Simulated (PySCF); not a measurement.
The calculation's input:

```
{"job": {"kind": "nmr", "xc": "PBE0", "basis": "pcSseg-1"}, "charge": 0, "multiplicity": 1}
C     -2.992638     0.462325    -0.700111
Si    -1.162125     0.153566    -0.426426
P     -0.240517     1.987039     0.540046
Si     1.920002     1.406934     0.201404
P      2.392151    -0.170047     1.758373
Si     1.292463    -1.867669     0.737351
P     -0.912462    -1.506096     1.100710
H     -3.142101     1.298880    -1.400451
H     -3.475620    -0.431933    -1.123871
H     -3.485245     0.709572     0.252053
H     -0.491980    -0.183973    -1.724678
H     -0.322359     2.781200    -0.649079
H      2.774833     2.600315     0.480684
H      2.189816     0.941201    -1.196676
H      3.660254    -0.507745     1.186444
H      1.676554    -3.139410     1.421476
H      1.631486    -1.985056    -0.717206
H     -1.333423    -2.536999     0.200064
```

Command:

```sh
OMP_NUM_THREADS=1 python probes_run.py task.json out
```

Geometry: PBE0-D3(BJ)/def2-SVP.

Level of theory: PBE0/pcSseg-1, SCF density, gas phase, non-relativistic in PySCF 2.14.0.

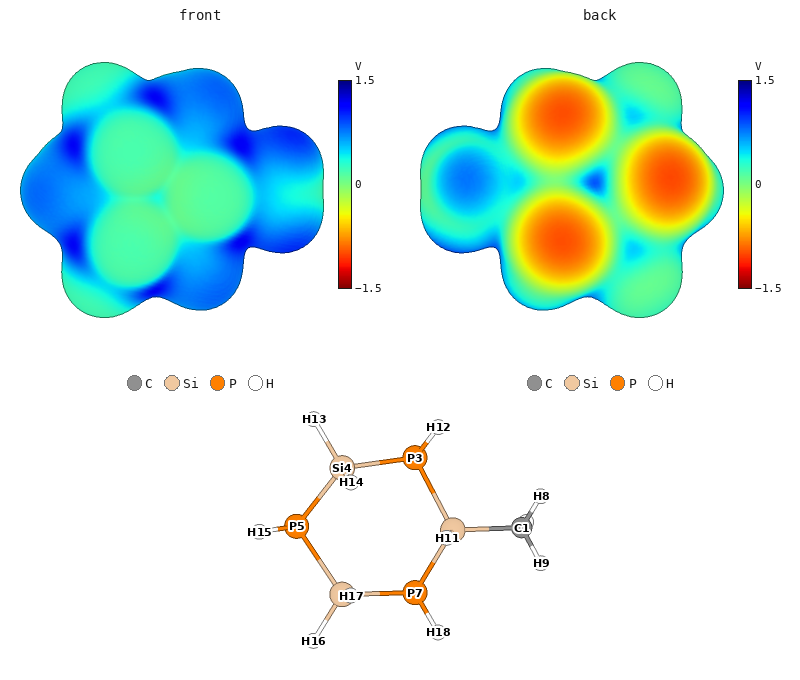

CH₁₁P₃Si₃ (SMILES C[SiH]1P[SiH2]P[SiH2]P1). The electrostatic potential painted on the density surface at 0.002 e/bohr³, seen from the front and from behind; the colour scale runs from red (negative) to blue (positive). The bare structure is drawn below in the same view.

> Describe the electrostatic potential map.

The most negative region (about −1.0 V) lies over P3, P5 and P7, the most positive (about +1.1 V) over Si2, Si4 and Si6.

> How polar is the molecule by this calculation?

Its dipole moment is 2.71 D.
